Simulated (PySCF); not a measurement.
# C₂H₅Br: excited states, first hyperpolarisability

Wanted: excited states, first hyperpolarisability for C₂H₅Br (`CCBr`).

Programs: PySCF 2.14.0, with routines of our own; each step states its level. All values are computed. Atoms count from 0.

## Step 1: The starting structure

8 atoms, charge 0, multiplicity 1; geometry from: GFN2-xTB.

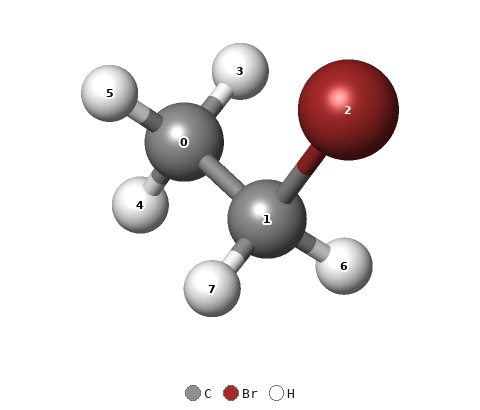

The starting geometry (carbon grey, bromine red, hydrogen white).

## Step 2: Geometry optimisation at PBE0-D3(BJ)/def2-TZVP

What the job is given:

```
{"job": {"xc": "PBE0", "basis": "def2-TZVP", "d3": "d3bj", "grid": 2, "kind": "geom"}, "charge": 0, "multiplicity": 1}
C     -0.781872     0.213734    -0.013178
C      0.612988    -0.369311     0.039855
Br     1.967584     1.018117    -0.244545
H     -0.973133     0.669978    -0.982404
H     -1.511192    -0.578264     0.149446
H     -0.913595     0.971115     0.756973
H      0.774595    -1.108919    -0.743083
H      0.833682    -0.807038     1.012372
```

Launch:

```bash
$ OMP_NUM_THREADS=1 python excited_run.py task.json out
```

This one command runs all jobs of the session in turn.

What it wrote:

```text
step   0  E = -2653.01733898  max force = 0.006968
step   1  E = -2653.01747496  max force = 0.000855
step   2  E = -2653.01747968  max force = 0.000177
optimisation converged
```

Wall time 13 s (1 thread of Arm Neoverse V2, shared host); peak memory 0.68 GiB.

Relaxation path:

| step | energy from step 0 (eV) | largest force component (eV/Å) |
| --- | --- | --- |
| 0 | 0.0000 | 0.3583 |
| 1 | -0.0037 | 0.0440 |
| 2 | -0.0038 | 0.0091 |

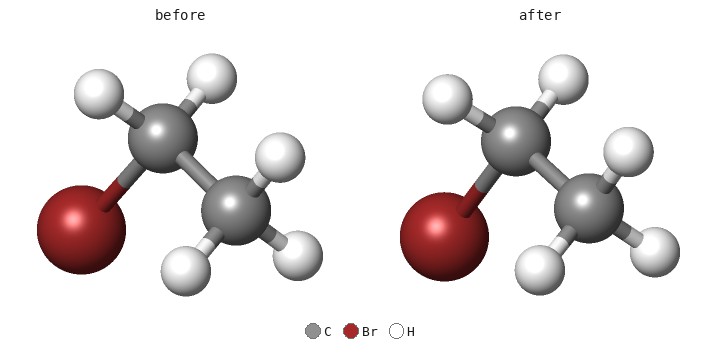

The geometry before (left) and after (right).

Distances of close pairs at the start and the end, largest changes first:

| bond | before (Å) | after (Å) | change (Å) |
| --- | --- | --- | --- |
| C1–Br2 | 1.960 | 1.950 | -0.010 |
| C0–C1 | 1.513 | 1.506 | -0.007 |
| C0–H4 | 1.089 | 1.094 | +0.006 |
| C0–H3 | 1.088 | 1.091 | +0.003 |
| C0–H5 | 1.088 | 1.091 | +0.003 |
| C1–H6 | 1.089 | 1.088 | -0.001 |
| C1–H7 | 1.089 | 1.088 | -0.001 |

The final coordinates are the input of the step that follows.

| at the end point | value |
| --- | --- |
| point group (found at 0.08 Å tolerance) | Cs |
| rotational constants (GHz, main isotopes) | 30.462, 3.812, 3.538 |
| dipole moment (D) | 2.17 |

## Step 3: Excited states: TDA CAM-B3LYP/def2-TZVPD

What the job is given:

```
{"job": {"kind": "states", "xc": "CAM-B3LYP", "basis": "def2-TZVPD", "tda": true, "soc": true, "nstates": 6, "ntriplets": 5, "nquad": 4}, "charge": 0, "multiplicity": 1}
C     -0.788342     0.180506     0.012891
C      0.625232    -0.337672     0.025189
Br     1.909491     1.077622    -0.362918
H     -1.044198     0.605479    -0.958594
H     -1.479839    -0.642003     0.220376
H     -0.933531     0.950035     0.772175
H      0.796172    -1.098258    -0.733877
H      0.915651    -0.731778     0.996907
```

With the program's defaults for keys left out, this is: TDA CAM-B3LYP/def2-TZVPD excited states, vertical, gas phase, spin-orbit mean-field couplings.

What it wrote:

```text
coarse grid: 30056 points
cycle   1  E = -2653.4695523530  dE = -9.356e-01  |g| = 3.390e-01  |ddm| = 2.296e+00
cycle   2  E = -2653.4790800106  dE = -9.528e-03  |g| = 2.302e-01  |ddm| = 6.911e-01
cycle   3  E = -2653.4879242377  dE = -8.844e-03  |g| = 4.773e-02  |ddm| = 2.213e-01
cycle   4  E = -2653.4884138068  dE = -4.896e-04  |g| = 1.437e-02  |ddm| = 4.720e-02
cycle   5  E = -2653.4884565853  dE = -4.278e-05  |g| = 4.049e-03  |ddm| = 2.190e-02
cycle   6  E = -2653.4884610196  dE = -4.434e-06  |g| = 8.102e-04  |ddm| = 4.641e-03
final grid: 62352 points
cycle   7  E = -2653.4884586492  dE = -1.288e-07  |g| = 7.533e-04  |ddm| = 3.656e-03
cycle   8  E = -2653.4884586300  dE =  1.917e-08  |g| = 8.617e-04  |ddm| = 1.316e-03
cycle   9  E = -2653.4884587961  dE = -1.661e-07  |g| = 4.938e-05  |ddm| = 6.665e-04
cycle  10  E = -2653.4884587970  dE = -8.390e-10  |g| = 2.567e-05  |ddm| = 8.111e-05
converged SCF energy = -2653.4884587970

Singlet excitations
state   eV       nm        f     d(h-e)  d(exc)  Lambda  PR(NTO)  |dmu|/D   mu/D   main configurations
  1   6.2129   199.6   0.00019   0.373   2.600   0.410   1.013    0.567    1.624   H->L 0.73, H->L+4 0.10, H->L+1 0.08
  2   6.2668   197.8   0.00039   0.386   2.620   0.410   1.013    0.541    1.684   H-1->L 0.74, H-1->L+4 0.10
  3   7.2991   169.9   0.05395   0.577   3.537   0.322   1.009    1.832    2.641   H->L+1 0.79, H->L 0.08
  4   7.3556   168.6   0.07483   0.478   3.548   0.334   1.006    1.723    3.050   H-1->L+1 0.81
  5   8.0201   154.6   0.01309   0.365   3.980   0.281   1.658                     H->L+3 0.67, H-1->L+2 0.21
  6   8.0204   154.6   0.01055   0.552   4.014   0.216   1.724                     H->L+2 0.53, H-1->L+3 0.27, H->L+4 0.08

Triplet excitations (Tamm-Dancoff)
state   eV     d(h-e)  d(exc)  Lambda  PR(NTO)   main configurations
  1   5.5457   0.441   2.439   0.404   1.005   H->L 0.67, H->L+4 0.15, H->L+5 0.08
  2   5.5891   0.443   2.443   0.405   1.005   H-1->L 0.66, H-1->L+4 0.15, H-1->L+5 0.09
  3   7.1304   0.443   3.401   0.321   1.015   H->L+1 0.76
  4   7.2019   0.426   3.445   0.335   1.012   H-1->L+1 0.77
  5   7.3422   0.191   2.494   0.496   1.014   H-2->L 0.58, H-2->L+4 0.15, H-2->L+5 0.10
S1 - T1 = 0.6672 eV

Spin-orbit couplings |<S|Hso|T>| (cm-1)
             T1       T2       T3       T4       T5
S0      889.608  896.454   31.608   57.075   11.587
S1        8.149 1091.033    4.599    8.170  850.563
S2     1090.348   12.996    5.537    7.255  854.288
S3        8.326   14.770    1.052 1080.792   14.638
S4       18.718    1.491 1083.512    6.058   19.599
S5      141.456   58.150   32.512   18.769   14.462
S6      125.074   80.164   11.660   60.290   28.824
T1 sublevels (cm-1): 0.000 134.765 769.536   radiative rates (1/s): 9.74 1.13e+05 1.77e+04
```

Run time: 17 s. Hardware: 1 thread of Arm Neoverse V2, shared host; peak memory 0.68 GiB.

From this job:

| quantity | value |
| --- | --- |
| S1 less T1 | 0.67 eV |

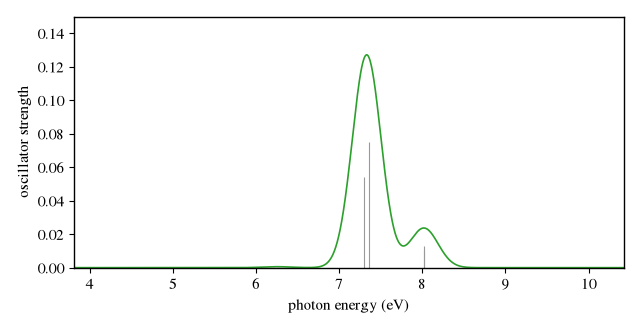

Absorption lines of the singlets. Lines are broadened to a width of 0.40 eV (Gaussian).

The fields below are evaluated on a grid from the run's orbitals.

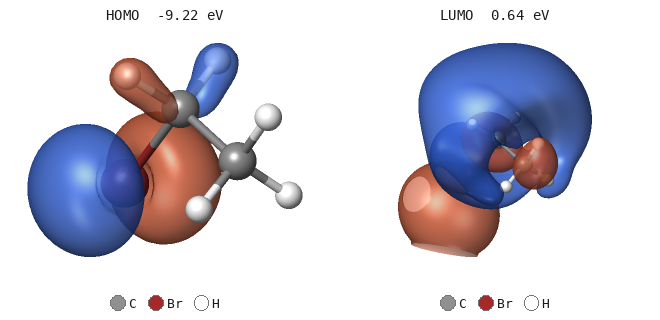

Frontier orbitals at CAM-B3LYP/def2-TZVPD; each surface holds 70 % of the orbital's density, blue and red mark the sign. The LUMO is diffuse and is cut off by the edge of the grid.

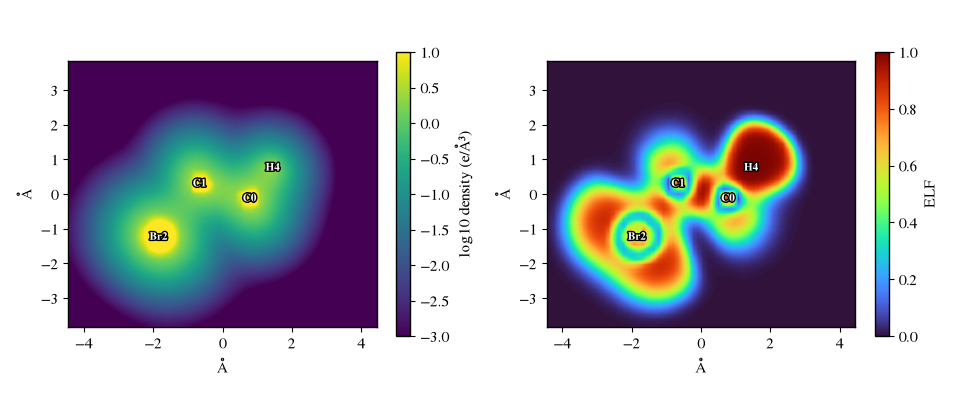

Density (left) and ELF (right) in a plane through or near 4 of the atoms.

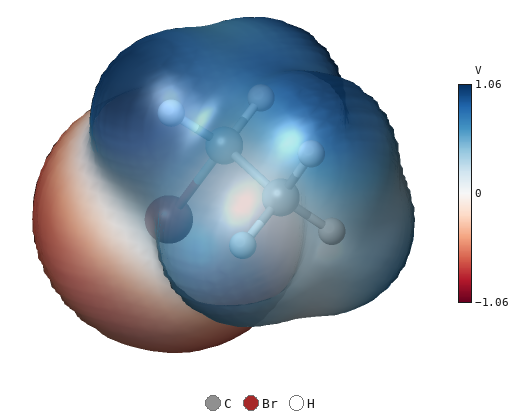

Electrostatic potential on the surface of density 0.002 e/bohr³; red is low, blue high. It runs from -0.67 V near Br2 to 1.06 V near H6.

## Step 4: Excited states: TDDFT CAM-B3LYP/aug-cc-pVTZ

The job, as its differences from that of step 3:

```diff
@@ -1,2 +1,2 @@
-{"job": {"kind": "states", "xc": "CAM-B3LYP", "basis": "def2-TZVPD", "tda": true, "soc": true, "nstates": 6, "ntriplets": 5, "nquad": 4}, "charge": 0, "multiplicity": 1}
+{"job": {"kind": "states", "xc": "CAM-B3LYP", "basis": "aug-cc-pVTZ", "tpa": true, "nstates": 8, "nquad": 6, "ntriplets": 0}, "charge": 0, "multiplicity": 1}
 C     -0.788342     0.180506     0.012891
```

With the program's defaults for keys left out, this is: TDDFT CAM-B3LYP/aug-cc-pVTZ excited states, vertical, gas phase, two-photon moments by quadratic response.

What it wrote:

```text
coarse grid: 30056 points
cycle   1  E = -2653.5173128404  dE = -9.259e-01  |g| = 2.850e-01  |ddm| = 5.916e+00
cycle   2  E = -2653.5261230496  dE = -8.810e-03  |g| = 1.997e-01  |ddm| = 9.584e-01
cycle   3  E = -2653.5344911422  dE = -8.368e-03  |g| = 4.989e-02  |ddm| = 3.644e-01
cycle   4  E = -2653.5350032262  dE = -5.121e-04  |g| = 1.224e-02  |ddm| = 9.358e-02
cycle   5  E = -2653.5350346469  dE = -3.142e-05  |g| = 4.419e-03  |ddm| = 2.775e-02
cycle   6  E = -2653.5350401698  dE = -5.523e-06  |g| = 6.931e-04  |ddm| = 8.429e-03
final grid: 62352 points
cycle   7  E = -2653.5350100285  dE = -1.312e-07  |g| = 6.065e-04  |ddm| = 7.535e-03
cycle   8  E = -2653.5350100159  dE =  1.260e-08  |g| = 6.982e-04  |ddm| = 1.951e-03
cycle   9  E = -2653.5350101334  dE = -1.174e-07  |g| = 4.102e-05  |ddm| = 1.017e-03
cycle  10  E = -2653.5350101340  dE = -6.662e-10  |g| = 2.378e-05  |ddm| = 1.219e-04
converged SCF energy = -2653.5350101340

Singlet excitations
state   eV       nm        f     d(h-e)  d(exc)  Lambda  PR(NTO)  |dmu|/D   mu/D   delta(TPA)   sigma/GM   main configurations
  1   6.1483   201.7   0.00034   0.432   2.645   0.279   1.017    0.872    1.336        2.22      0.031   H->L+4 0.28, H->L+1 0.26, H->L+3 0.16
  2   6.2015   199.9   0.00054   0.447   2.664   0.291   1.018    0.851    1.396        9.22      0.130   H-1->L+4 0.28, H-1->L+1 0.25, H-1->L 0.17
  3   6.9937   177.3   0.04261   0.775   3.981   0.250   1.007    2.144    1.769       27.56      0.494   H->L 0.57, H->L+3 0.33
  4   7.0534   175.8   0.05609   0.688   3.985   0.253   1.006    1.775    1.950       28.06      0.511   H-1->L 0.56, H-1->L+3 0.34
  5   7.7928   159.1   0.01824   1.584   4.672   0.168   1.105    5.316    3.253      112.72      2.508   H->L+2 0.86
  6   7.7976   159.0   0.00672   1.680   4.761   0.236   1.612    5.739    4.027       83.40      1.858   H->L+1 0.45, H-1->L+2 0.22, H->L+4 0.11
  7   7.8521   157.9   0.00012   1.553   4.730   0.160   1.614                                            H-1->L+2 0.67, H->L+1 0.15
  8   7.8584   157.8   0.01336   1.918   4.845   0.286   1.127                                            H-1->L+1 0.59, H-1->L+4 0.13, H-1->L+3 0.13
```

It took 36 s on 1 thread of Arm Neoverse V2, shared host; peak memory 0.96 GiB.

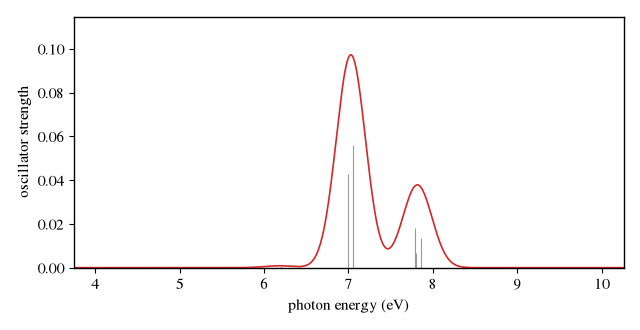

Absorption lines of the singlets. Lines are broadened to a width of 0.40 eV (Gaussian).

## Step 5: First hyperpolarisability: quadratic response CAM-B3LYP/aug-cc-pVTZ

The job, as its differences from that of step 4:

```diff
@@ -1,2 +1,2 @@
-{"job": {"kind": "states", "xc": "CAM-B3LYP", "basis": "aug-cc-pVTZ", "tpa": true, "nstates": 8, "nquad": 6, "ntriplets": 0}, "charge": 0, "multiplicity": 1}
+{"job": {"kind": "beta", "xc": "CAM-B3LYP", "basis": "aug-cc-pVTZ"}, "charge": 0, "multiplicity": 1}
 C     -0.788342     0.180506     0.012891
```

Level: quadratic response CAM-B3LYP/aug-cc-pVTZ first hyperpolarisability, Taylor convention, gas phase.

What it wrote:

```text
coarse grid: 30056 points
cycle   1  E = -2653.5173128404  dE = -9.259e-01  |g| = 2.850e-01  |ddm| = 5.916e+00
cycle   2  E = -2653.5261230496  dE = -8.810e-03  |g| = 1.997e-01  |ddm| = 9.584e-01
cycle   3  E = -2653.5344911422  dE = -8.368e-03  |g| = 4.989e-02  |ddm| = 3.644e-01
cycle   4  E = -2653.5350032262  dE = -5.121e-04  |g| = 1.224e-02  |ddm| = 9.358e-02
cycle   5  E = -2653.5350346469  dE = -3.142e-05  |g| = 4.419e-03  |ddm| = 2.775e-02
cycle   6  E = -2653.5350401698  dE = -5.523e-06  |g| = 6.931e-04  |ddm| = 8.429e-03
final grid: 62352 points
cycle   7  E = -2653.5350100285  dE = -1.312e-07  |g| = 6.065e-04  |ddm| = 7.535e-03
cycle   8  E = -2653.5350100159  dE =  1.260e-08  |g| = 6.982e-04  |ddm| = 1.951e-03
cycle   9  E = -2653.5350101334  dE = -1.174e-07  |g| = 4.102e-05  |ddm| = 1.017e-03
cycle  10  E = -2653.5350101340  dE = -6.662e-10  |g| = 2.378e-05  |ddm| = 1.219e-04
converged SCF energy = -2653.5350101340

Lowest singlets (eV, f): 6.1483 0.0003  6.2015 0.0005  6.9937 0.0426

First hyperpolarisability (au)
process     nm      |vector|   parallel      HRS      DR
static         -      104.38      62.43      41.32   5.907
shg       1907.0      108.60      64.94      43.05   5.846
eope      1907.0      105.76      63.25          -       -
shg       1064.0      118.88      71.04      47.28   5.715
eope      1064.0      108.90      65.12          -       -
```

Run time: 28 s. Hardware: 1 thread of Arm Neoverse V2, shared host; peak memory 0.96 GiB.

## Step 6: What came out

| quantity | value |
| --- | --- |
| point group | Cs |
| rotational constants (main isotopes) | 30.46, 3.81, 3.54 GHz |
| S1 less T1 (step 3, TDA CAM-B3LYP/def2-TZVPD) | 0.67 eV |
| surface potential, least and greatest | -0.67 V and 1.06 V |
| β vector (step 5, quadratic response CAM-B3LYP/aug-cc-pVTZ) | static 104, SHG 1907.0 nm 109, SHG 1064.0 nm 119 au |

**Reading.** The optimisation took 2 steps and gained 0.004 eV; among the close pairs (by a distance rule), C1–Br2 changed most, from 1.960 to 1.950 Å. Scalar relativity is left out for the heavy atoms. In step 3 the lowest triplet is strongly mixed with the next, so its label is unsure. In step 3, the number of triplets below S1 is 2, and the largest singlet-triplet spin-orbit coupling is S1–T2, 1091.03 cm⁻¹. Steps that list no spin-orbit terms leave them out, which matters at and beside the heavy atoms. In step 4 some excited states are degenerate or nearly so. β grows from 104 au (static) to 119 au for doubling at 1064.0 nm: normal dispersion, which grows as twice the photon energy moves toward the bright states.
